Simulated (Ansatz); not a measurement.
# Geometry relaxation of CH4BNSi

CH4BNSi, SMILES B#[Si]CN, computed with RKS PBE0-D4/def2-TZVP (Ansatz 0.2.0).

Figures and captions count atoms from 1; the log counts them from 0 in places.

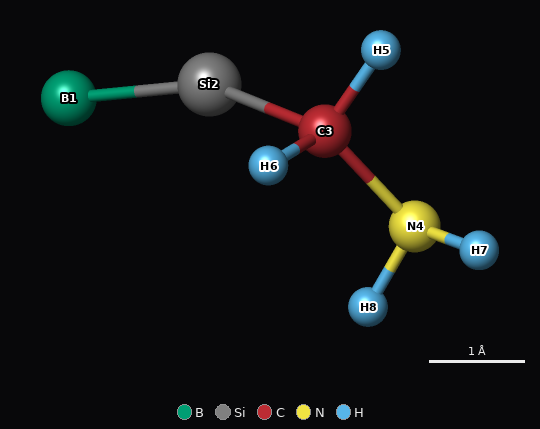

Fig. 1: The input geometry (ball-and-stick view, seen at a tilt; atoms are numbered from 1 in the order of the input).

Input
```yaml
crystal:
  periodic: [false, false, false]
  atoms:
    - {symbol: B, position_ang: [0.451450, -0.459100, 3.243490]}
    - {symbol: Si, position_ang: [-0.040150, 0.223800, 1.661700]}
    - {symbol: C, position_ang: [0.096410, 0.527420, -0.224690]}
    - {symbol: N, position_ang: [-0.596810, -0.542690, -0.947830]}
    - {symbol: H, position_ang: [-0.360630, 1.478470, -0.530390]}
    - {symbol: H, position_ang: [1.173060, 0.595800, -0.485840]}
    - {symbol: H, position_ang: [-0.569420, -0.385690, -1.950840]}
    - {symbol: H, position_ang: [-0.153910, -1.438000, -0.765600]}
basis:
  gaussian: {orbitals: def2-TZVP}
hamiltonian: {xc: pbe0, dispersion: d4}
relax: {f_tol: 0.005, max_steps: 200}
```

Run on 2 threads of Arm Neoverse V1, 23 GiB of memory available, shared host.

Run as:
```bash
ansatz run in.yaml --threads 2 --pin off --events-out ev --progress --plain --max-ram 4352MiB
```

What the program printed
```
Functional definition: PBE0
  name "PBE0"
  cite "Adamo & Barone, J. Chem. Phys. 110, 6158 (1999) doi:10.1063/1.478522"
  cite "Perdew, Burke & Ernzerhof, Phys. Rev. Lett. 77, 3865 (1996) doi:10.1103/PhysRevLett.77.3865"
  parent pbe
  parameter a = 0.25
  parameter kappa = 0.804
  parameter beta = 0.06672455060314922
  exchange = (1 - a)*pbe_x(kappa = kappa, mu = beta*pi^2/3) + a*exact_x
  correlation = pbe_c(beta = beta)
948 factors; their error is unknown
mean field evaluation 1: about -11125.7562 eV, gradient 5.7e1 eV
mean field evaluation 2: about -11080.1766 eV, gradient 1.1e2 eV
mean field evaluation 4: about -11130.8639 eV, gradient 2.4e1 eV
mean field evaluation 8: about -11132.9123 eV, gradient 4.1e-1 eV
mean field evaluation 16: about -11132.9398 eV, gradient 6.3e-3 eV
mean field evaluation 32: about -11132.5319 eV, gradient 6.4e0 eV
mean field -11132.93983835 eV, -409.1279928817 hartree, gradient 1.0e-5 eV, S^2 0.000000; 2 other end points of the search recorded, 0 dependent functions left out
the calculation of the forces begins
reference -11132.93986757 eV, -409.1279939555 hartree; 18, 18 occupied and 136, 136 virtual orbitals, 948 factors
relax step   1: F+E_penalty+E_count = -11133.07997269 eV  Δ(F+E_penalty+E_count) = +0.000e0 eV  max|allowed force component| = 2.107e0 eV/Å  Δτ_max = 0.0000 Å  (84 SCF iters, accepted)
these checks for a lower state are left out or cut short: starts, cluster_reference, orbital_swaps, neighbouring_geometries, increment
948 factors; their error is unknown
mean field -11133.37924710 eV, -409.1441408556 hartree, gradient 1.6e-5 eV, S^2 0.000000; 0 other end points of the search recorded, 0 dependent functions left out
the calculation of the forces begins
reference -11133.37927667 eV, -409.1441419420 hartree; 18, 18 occupied and 136, 136 virtual orbitals, 948 factors
relax step   2: F+E_penalty+E_count = -11133.52034281 eV  Δ(F+E_penalty+E_count) = -4.404e-1 eV  max|allowed force component| = 7.578e-1 eV/Å  Δτ_max = 0.1979 Å  (65 SCF iters, accepted)
these checks for a lower state are left out or cut short: starts, cluster_reference, orbital_swaps, neighbouring_geometries, increment
948 factors; their error is unknown
mean field -11133.50798767 eV, -409.1488719841 hartree, gradient 1.1e-5 eV, S^2 0.000000; 0 other end points of the search recorded, 0 dependent functions left out
the calculation of the forces begins
reference -11133.50801732 eV, -409.1488730737 hartree; 18, 18 occupied and 136, 136 virtual orbitals, 948 factors
relax step   3: F+E_penalty+E_count = -11133.65132521 eV  Δ(F+E_penalty+E_count) = -1.310e-1 eV  max|allowed force component| = 6.638e-1 eV/Å  Δτ_max = 0.1952 Å  (59 SCF iters, accepted)
these checks for a lower state are left out or cut short: starts, cluster_reference, orbital_swaps, neighbouring_geometries, increment
948 factors; their error is unknown
mean field evaluation 64: about -11133.5670 eV, gradient 2.6e-4 eV
mean field -11133.56703156 eV, -409.1510418070 hartree, gradient 2.8e-6 eV, S^2 0.000000; 0 other end points of the search recorded, 0 dependent functions left out
the calculation of the forces begins
reference -11133.56706090 eV, -409.1510428852 hartree; 18, 18 occupied and 136, 136 virtual orbitals, 948 factors
relax step   4: F+E_penalty+E_count = -11133.71344386 eV  Δ(F+E_penalty+E_count) = -6.212e-2 eV  max|allowed force component| = 4.757e-1 eV/Å  Δτ_max = 0.1933 Å  (65 SCF iters, accepted)
these checks for a lower state are left out or cut short: starts, cluster_reference, orbital_swaps, neighbouring_geometries, increment
948 factors; their error is unknown
mean field -11133.59223887 eV, -409.1519681587 hartree, gradient 1.8e-5 eV, S^2 0.000000; 0 other end points of the search recorded, 0 dependent functions left out
the calculation of the forces begins
reference -11133.59226781 eV, -409.1519692221 hartree; 18, 18 occupied and 136, 136 virtual orbitals, 948 factors
relax step   5: F+E_penalty+E_count = -11133.74185835 eV  Δ(F+E_penalty+E_count) = -2.841e-2 eV  max|allowed force component| = 2.706e-1 eV/Å  Δτ_max = 0.1998 Å  (71 SCF iters, accepted)
these checks for a lower state are left out or cut short: starts, cluster_reference, orbital_swaps, neighbouring_geometries, increment
948 factors; their error is unknown
mean field evaluation 96: about -11133.5974 eV, gradient 2.1e-5 eV
mean field -11133.59743926 eV, -409.1521592694 hartree, gradient 8.5e-6 eV, S^2 0.000000; 0 other end points of the search recorded, 0 dependent functions left out
the calculation of the forces begins
reference -11133.59746820 eV, -409.1521603331 hartree; 18, 18 occupied and 136, 136 virtual orbitals, 948 factors
relax step   6: F+E_penalty+E_count = -11133.74743544 eV  Δ(F+E_penalty+E_count) = -5.577e-3 eV  max|allowed force component| = 1.479e-1 eV/Å  Δτ_max = 0.0336 Å  (63 SCF iters, accepted)
these checks for a lower state are left out or cut short: starts, cluster_reference, orbital_swaps, neighbouring_geometries, increment
948 factors; their error is unknown
mean field -11133.59962611 eV, -409.1522396348 hartree, gradient 1.1e-5 eV, S^2 0.000000; 0 other end points of the search recorded, 0 dependent functions left out
the calculation of the forces begins
reference -11133.59965509 eV, -409.1522406996 hartree; 18, 18 occupied and 136, 136 virtual orbitals, 948 factors
relax step   7: F+E_penalty+E_count = -11133.74994251 eV  Δ(F+E_penalty+E_count) = -2.507e-3 eV  max|allowed force component| = 2.437e-2 eV/Å  Δτ_max = 0.0298 Å  (51 SCF iters, accepted)
these checks for a lower state are left out or cut short: starts, cluster_reference, orbital_swaps, neighbouring_geometries, increment
948 factors; their error is unknown
mean field -11133.59959164 eV, -409.1522383680 hartree, gradient 1.4e-5 eV, S^2 0.000000; 0 other end points of the search recorded, 0 dependent functions left out
the calculation of the forces begins
reference -11133.59962063 eV, -409.1522394333 hartree; 18, 18 occupied and 136, 136 virtual orbitals, 948 factors
relax step   8: F+E_penalty+E_count = -11133.75006778 eV  Δ(F+E_penalty+E_count) = -1.253e-4 eV  max|allowed force component| = 1.630e-2 eV/Å  Δτ_max = 0.0141 Å  (47 SCF iters, accepted)
these checks for a lower state are left out or cut short: starts, cluster_reference, orbital_swaps, neighbouring_geometries, increment
948 factors; their error is unknown
mean field evaluation 128: about -11133.5995 eV, gradient 1.1e-5 eV
mean field -11133.59948347 eV, -409.1522343927 hartree, gradient 1.1e-5 eV, S^2 0.000000; 0 other end points of the search recorded, 0 dependent functions left out
the calculation of the forces begins
reference -11133.59951247 eV, -409.1522354586 hartree; 18, 18 occupied and 136, 136 virtual orbitals, 948 factors
relax step   9: F+E_penalty+E_count = -11133.75012485 eV  Δ(F+E_penalty+E_count) = -5.707e-5 eV  max|allowed force component| = 9.383e-3 eV/Å  Δτ_max = 0.0163 Å  (49 SCF iters, accepted)
these checks for a lower state are left out or cut short: starts, cluster_reference, orbital_swaps, neighbouring_geometries, increment
948 factors; their error is unknown
mean field -11133.59947295 eV, -409.1522340060 hartree, gradient 9.6e-6 eV, S^2 0.000000; 0 other end points of the search recorded, 0 dependent functions left out
the calculation of the forces begins
reference -11133.59950195 eV, -409.1522350720 hartree; 18, 18 occupied and 136, 136 virtual orbitals, 948 factors
relax step  10: F+E_penalty+E_count = -11133.75013351 eV  Δ(F+E_penalty+E_count) = -8.665e-6 eV  max|allowed force component| = 4.792e-3 eV/Å  Δτ_max = 0.0034 Å  (65 SCF iters, accepted)
948 factors; their error is unknown
mean field evaluation 160: about -11133.5713 eV, gradient 9.1e-2 eV
```

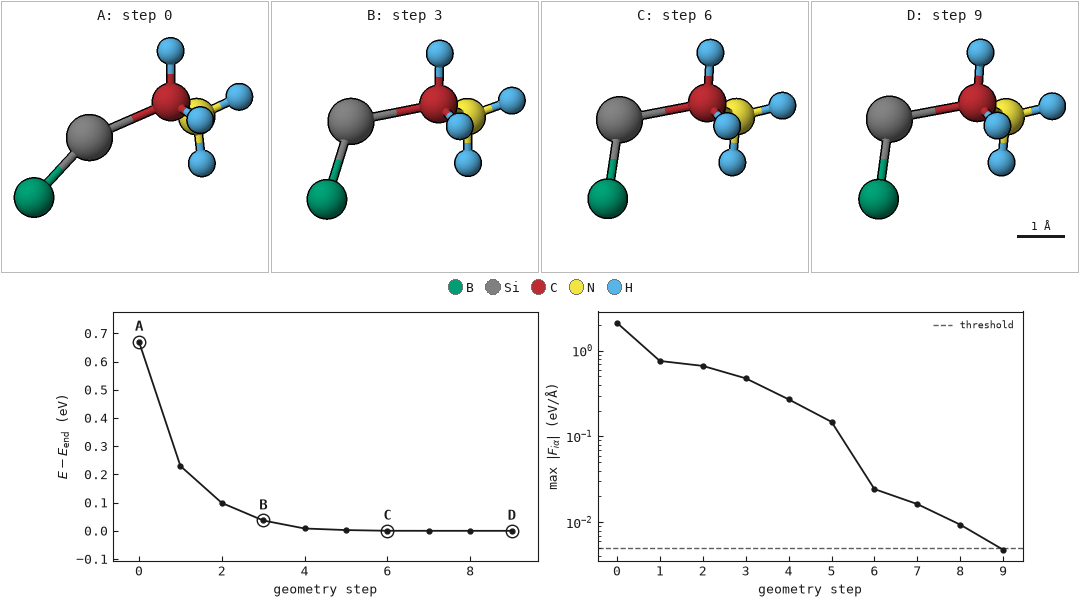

Fig. 2: Frames of the relaxation (ball-and-stick view, seen at a tilt) above the curves, on which the letters mark them (the first geometry is step 0 here and step 1 in the log).

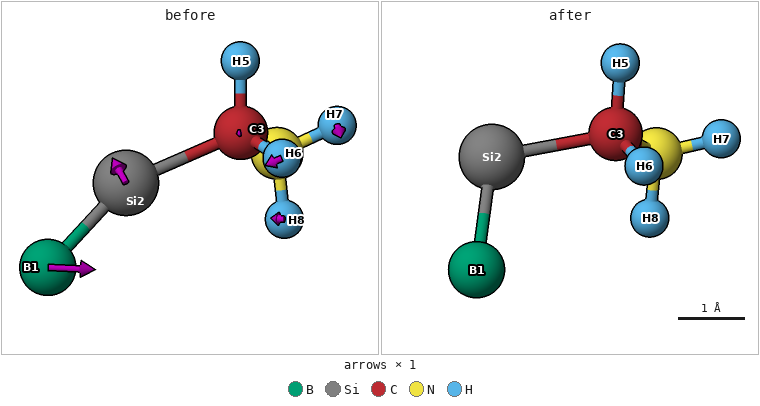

Fig. 3: Before (left) and after (right) the relaxation, at one scale (ball-and-stick view, seen at a tilt). The pink arrows give the displacements, at true length. B1 moves most after the best rigid fit: 0.75 Å. By element the largest moves are B 0.75 Å, Si 0.51 Å, H 0.30 Å, C 0.09 Å, N 0.03 Å. Among the contacts that change: B1–Si2 1.792 → 1.869 Å, C3–N4 1.466 → 1.450 Å, C3–H6 1.110 → 1.100 Å. Among the angles that change: B1–Si2–C3 155.5° → 106.3°, Si2–C3–H5 112.4° → 104.4°, N4–C3–H6 112.8° → 116.6°. The energy falls by 0.670 eV in 9 geometry steps. The largest force component goes from 2.1 to 0.0048 eV/Å. (Atoms are counted from 1 in the order of the input.)

```
mean field -11133.59947295 eV, -409.1522340060 hartree, gradient 9.6e-6 eV, S^2 0.000000; 3 other end points of the search recorded, 0 dependent functions left out
the calculation of the forces begins
reference -11133.59950195 eV, -409.1522350720 hartree; 18, 18 occupied and 136, 136 virtual orbitals, 948 factors
Total energy: -11133.75016252 eV, -409.1577717456 hartree
Atom 0 at     0.795065    -0.541967     2.592300 Å, force    -0.000001    -0.000408     0.000717 eV/Å
Atom 1 at    -0.516448     0.426353     1.679072 Å, force     0.001940     0.000475    -0.000610 eV/Å
Atom 2 at     0.053806     0.511563    -0.148060 Å, force    -0.004792    -0.000354     0.000064 eV/Å
Atom 3 at    -0.571503    -0.533375    -0.935468 Å, force     0.001109     0.000285    -0.001531 eV/Å
Atom 4 at    -0.298527     1.490854    -0.498582 Å, force     0.001019    -0.001453    -0.000384 eV/Å
Atom 5 at     1.151846     0.561820    -0.180367 Å, force     0.000914     0.000612     0.000667 eV/Å
Atom 6 at    -0.311013    -0.467641    -1.912497 Å, force     0.000043    -0.000057     0.001297 eV/Å
Atom 7 at    -0.303225    -1.447598    -0.596399 Å, force    -0.000232     0.000899    -0.000219 eV/Å
Dipole moment:     0.086611     0.008210    -0.295208 e Å
```

Trajectory as extended XYZ (Å, eV, eV/Å), 10 frames, from step=1 to step=10
```
8
Properties=species:S:1:pos:R:3:forces:R:3 step=1 energy=-11133.07997
B     0.4515   -0.4591    3.2435    1.2202  -1.0530   1.7702
Si   -0.0401    0.2238    1.6617   -1.9318   1.6394  -2.1065
C     0.0964    0.5274   -0.2247    0.8491  -0.8804  -0.5774
N    -0.5968   -0.5427   -0.9478    0.0533  -0.0863   0.1640
H    -0.3606    1.4785   -0.5304    0.0800   0.0033   0.5916
H     1.1731    0.5958   -0.4858   -0.1704   0.2064   0.1055
H    -0.5694   -0.3857   -1.9508    0.0282   0.0550   0.1014
H    -0.1539   -1.4380   -0.7656   -0.1287   0.1155  -0.0487
8
Properties=species:S:1:pos:R:3:forces:R:3 step=2 energy=-11133.52034
B     0.5751   -0.4588    3.1687    0.5093  -0.2713   0.1562
Si   -0.2225    0.3004    1.6565   -0.7578   0.5392  -0.5234
C     0.1078    0.4967   -0.2240    0.3244  -0.4919   0.0632
N    -0.5964   -0.5507   -0.9621    0.1694   0.1573   0.0699
H    -0.3326    1.4695   -0.4740   -0.0041  -0.0022   0.0899
H     1.1920    0.5876   -0.4307   -0.1780   0.0133   0.1103
H    -0.5368   -0.3870   -1.9615   -0.0027  -0.0051   0.0369
H    -0.1865   -1.4578   -0.7729   -0.0605   0.0608  -0.0029
8
Properties=species:S:1:pos:R:3:forces:R:3 step=3 energy=-11133.65133
B     0.7027   -0.4654    3.0212   -0.3202   0.3052  -0.6638
Si   -0.3958    0.3730    1.6626    0.3721  -0.2696   0.3151
C     0.1010    0.4755   -0.1936   -0.0832  -0.0207   0.1820
N    -0.5889   -0.5472   -0.9639    0.1216   0.0155   0.0301
H    -0.3072    1.4572   -0.4710    0.0421   0.0109  -0.0523
H     1.1922    0.5550   -0.3369   -0.0940  -0.0392   0.1432
H    -0.4923   -0.3846   -1.9605    0.0152  -0.0114   0.0493
H    -0.2119   -1.4635   -0.7579   -0.0536   0.0095  -0.0036
8
Properties=species:S:1:pos:R:3:forces:R:3 step=4 energy=-11133.71344
B     0.7762   -0.4639    2.8425   -0.3817   0.2813  -0.4757
Si   -0.4750    0.3903    1.6629    0.4003  -0.2923   0.3557
C     0.0745    0.4821   -0.1688   -0.0049   0.0180   0.1052
N    -0.5873   -0.5430   -0.9590    0.1116   0.0362  -0.0626
H    -0.2896    1.4715   -0.4819    0.0538  -0.0681  -0.0585
H     1.1763    0.5307   -0.2315   -0.1384  -0.0146   0.0272
H    -0.4260   -0.4021   -1.9520    0.0004  -0.0361   0.1086
H    -0.2490   -1.4655   -0.7122   -0.0413   0.0756   0.0001
8
Properties=species:S:1:pos:R:3:forces:R:3 step=5 energy=-11133.74186
B     0.8315   -0.4739    2.6507   -0.2706   0.1553  -0.1775
Si   -0.5360    0.3970    1.6717    0.2437  -0.1691   0.2592
C     0.0474    0.4945   -0.1419    0.1075   0.0646  -0.1060
N    -0.5844   -0.5331   -0.9498    0.1087  -0.0880  -0.1585
H    -0.2741    1.4827   -0.5013    0.0244  -0.0613   0.0432
H     1.1517    0.5192   -0.1483   -0.1244   0.0118  -0.0355
H    -0.3423   -0.4289   -1.9338   -0.0392  -0.0510   0.2257
H    -0.2937   -1.4574   -0.6474   -0.0501   0.1378  -0.0507
8
Properties=species:S:1:pos:R:3:forces:R:3 step=6 energy=-11133.74743
B     0.8195   -0.4975    2.6300   -0.1453   0.0869  -0.0954
Si   -0.5287    0.4035    1.6741    0.1239  -0.0861   0.1479
C     0.0481    0.5023   -0.1443    0.0756   0.0009  -0.0683
N    -0.5811   -0.5327   -0.9448    0.0578  -0.0293  -0.0743
H    -0.2808    1.4873   -0.5017   -0.0054  -0.0244   0.0253
H     1.1498    0.5341   -0.1600   -0.0599   0.0069  -0.0169
H    -0.3287   -0.4444   -1.9246   -0.0217  -0.0186   0.0957
H    -0.2982   -1.4526   -0.6285   -0.0252   0.0636  -0.0140
8
Properties=species:S:1:pos:R:3:forces:R:3 step=7 energy=-11133.74994
B     0.8051   -0.5168    2.6124    0.0013  -0.0040  -0.0024
Si   -0.5202    0.4113    1.6772   -0.0094   0.0072   0.0105
C     0.0527    0.5067   -0.1469    0.0105  -0.0244  -0.0189
N    -0.5765   -0.5319   -0.9416    0.0148   0.0049   0.0123
H    -0.2914    1.4887   -0.4959   -0.0062   0.0102   0.0027
H     1.1515    0.5490   -0.1752   -0.0056   0.0028  -0.0034
H    -0.3166   -0.4581   -1.9182   -0.0004   0.0024  -0.0029
H    -0.3048   -1.4487   -0.6119   -0.0051   0.0009   0.0021
8
Properties=species:S:1:pos:R:3:forces:R:3 step=8 energy=-11133.75007
B     0.8007   -0.5269    2.6036    0.0062  -0.0062   0.0022
Si   -0.5192    0.4167    1.6778   -0.0081   0.0092   0.0002
C     0.0538    0.5089   -0.1475   -0.0018  -0.0163  -0.0062
N    -0.5743   -0.5324   -0.9388    0.0076   0.0064   0.0046
H    -0.2944    1.4899   -0.4963   -0.0028   0.0037   0.0000
H     1.1520    0.5545   -0.1784    0.0012   0.0026   0.0004
H    -0.3139   -0.4624   -1.9155   -0.0009   0.0011  -0.0040
H    -0.3047   -1.4482   -0.6049   -0.0015  -0.0005   0.0028
8
Properties=species:S:1:pos:R:3:forces:R:3 step=9 energy=-11133.75013
B     0.7961   -0.5391    2.5938   -0.0001  -0.0007   0.0004
Si   -0.5177    0.4242    1.6787    0.0034   0.0016  -0.0019
C     0.0543    0.5111   -0.1479   -0.0094  -0.0034  -0.0001
N    -0.5720   -0.5330   -0.9359    0.0032   0.0010   0.0000
H    -0.2977    1.4906   -0.4979    0.0011   0.0006  -0.0002
H     1.1523    0.5607   -0.1805    0.0022   0.0005   0.0018
H    -0.3115   -0.4669   -1.9129   -0.0002   0.0007  -0.0002
H    -0.3037   -1.4476   -0.5976   -0.0002  -0.0003   0.0004
8
Properties=species:S:1:pos:R:3:forces:R:3 step=10 energy=-11133.75013
B     0.7951   -0.5420    2.5923    0.0000  -0.0004   0.0007
Si   -0.5164    0.4264    1.6791    0.0019   0.0005  -0.0006
C     0.0538    0.5116   -0.1481   -0.0048  -0.0004   0.0001
N    -0.5715   -0.5334   -0.9355    0.0011   0.0003  -0.0015
H    -0.2985    1.4909   -0.4986    0.0010  -0.0015  -0.0004
H     1.1518    0.5618   -0.1804    0.0009   0.0006   0.0007
H    -0.3110   -0.4676   -1.9125    0.0000  -0.0001   0.0013
H    -0.3032   -1.4476   -0.5964   -0.0002   0.0009  -0.0002
```

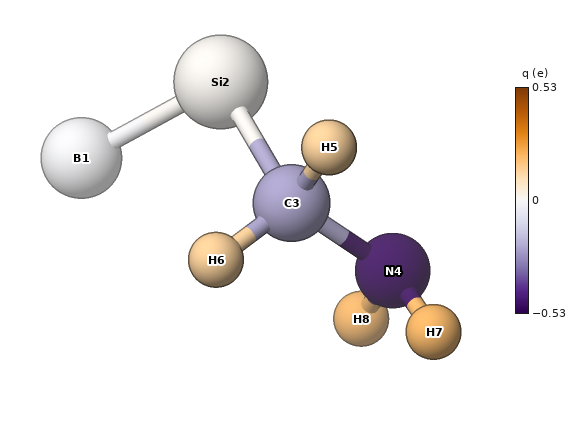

Fig. 4: Mulliken charges, as the colour of each atom (ball-and-stick view, seen at a tilt; atoms are numbered from 1 in the order of the input). By element: B −0.01, Si +0.01, C −0.23, N −0.50 and H +0.14 to +0.24 e.

Summary

- outcome: converged
- total energy: −11133.7502 eV
- mean-field energy: −11133.5995 eV
- dispersion energy: −0.1507 eV
- SCF solution under orbital rotations: stable
- largest force (length of the vector) at the end: 0.005 eV/Å
- dipole moment: 1.48 D
- wall time: 48 s (CPU time 93 s)
- peak memory: 0.38 GiB
